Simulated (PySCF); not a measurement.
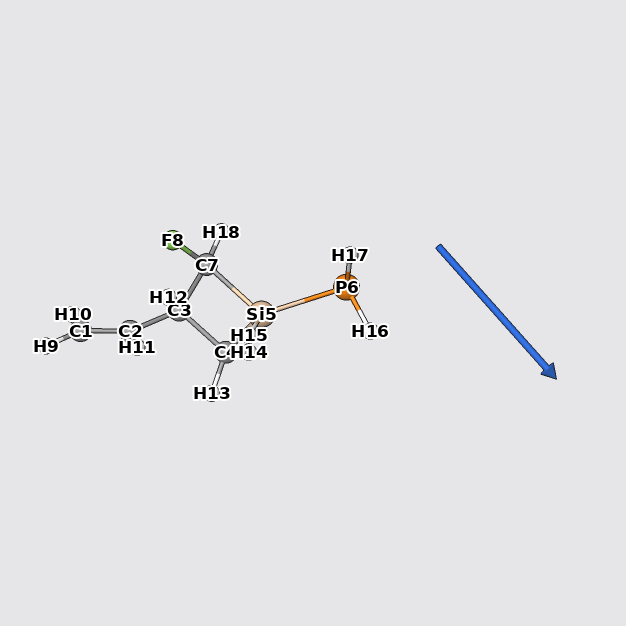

The arrow beside the molecule shows the direction of the dipole moment, from the negative to the positive end (its length means nothing). The computed structure is the end point of a GFN2-xTB optimisation. No frequency run is at hand to confirm it as a minimum. Method: PBE0/pcSseg-1, gas phase (PySCF 2.14.0).

Question: Estimate the dipole moment.

Answer: 1.64 D; it points from the side of F8, H9 to the side of H16 (the outermost atoms at the two ends).

The geometry is semi-empirical. Around P, Si such bond lengths and angles can be off by a tenth of an ångström or more and by several degrees, and values that hang on the shape move with them.
